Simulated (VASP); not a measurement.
Band structure of Yb (space group Fm-3m). All values below come from PBE GGA, VASP's PBE PAW potentials (set 64) (plane waves; VASP).

The 4f electrons are frozen in the core of the lanthanide potential, so 4f levels, which can set the real gap, and their magnetism are missing.

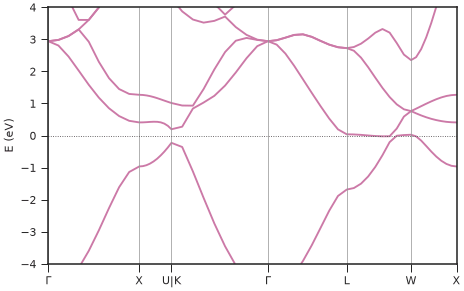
Figure. Bands along high-symmetry lines, zero at the valence-band maximum or, without a gap, the Fermi level

Problem. Read the plot: is there a gap, and where are the band edges?

Solution. It has no gap at this level: it comes out as a metal or semimetal.

The structure comes from a computed database's Yb entry; how it stands against other phases isn't given here. The cell was not relaxed at this level.
